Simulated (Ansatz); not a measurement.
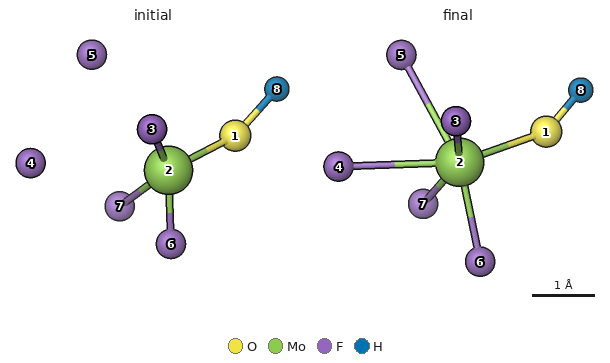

The structure of MoHOF5 before (left) and after (right) a relaxation, at one scale.

A ball-and-stick model, seen from a free direction.

All numbers below come from Ansatz 0.2.0, RKS B97M-V/def2-SVPD.

Input
```yaml
crystal:
  periodic: [false, false, false]
  atoms:
    - {symbol: O, position_ang: [-0.633171, 0.787966, -0.872976]}
    - {symbol: Mo, position_ang: [-0.413193, 0.269261, 0.633455]}
    - {symbol: F, position_ang: [-1.130957, -0.807812, 1.120330]}
    - {symbol: F, position_ang: [1.198456, -1.029089, 1.542905]}
    - {symbol: F, position_ang: [0.570574, -1.608605, -0.430606]}
    - {symbol: F, position_ang: [0.104655, 1.378831, 1.046802]}
    - {symbol: F, position_ang: [1.565804, 0.982630, 0.056782]}
    - {symbol: H, position_ang: [-0.993963, 0.720820, -1.920938]}
basis:
  gaussian: {orbitals: def2-SVPD, nuclear_model: gaussian, point_charges: [{charge: -1.00, position_ang: [4.479, -0.362, 0.916]}]}
hamiltonian: {xc: {name: B97M-V}}
relax: {f_tol: 0.0001, max_steps: 3}
```

Command:
```bash
ansatz run in.yaml --threads 4 --pin off --events-out ev --progress --plain --max-ram 11315MiB
```

Q: Summarise the run.

A: The relaxation stopped without meeting its thresholds, so the last structure isn't shown to be converged. The input was poor on purpose: steps. The largest move after the best rigid fit is that of Mo2, 0.31 Å. Largest moves by element: Mo 0.31 Å, F 0.30 Å, O 0.13 Å, H 0.03 Å. Some distances before and after: Mo2–F6 1.292 → 1.689 Å, Mo2–F3 1.383 → 1.704 Å, Mo2–F5 2.372 → 2.068 Å, Mo2–F4 2.261 → 1.994 Å. Bond angles that change, for instance: F3–Mo2–F6 139.8° → 123.8°, F3–Mo2–F7 145.0° → 160.6°, F6–Mo2–F7 56.0° → 64.6°. After 2 geometry steps the energy has fallen by 25.751 eV. Largest force component: 64 eV/Å at the start, 13 eV/Å at the end.
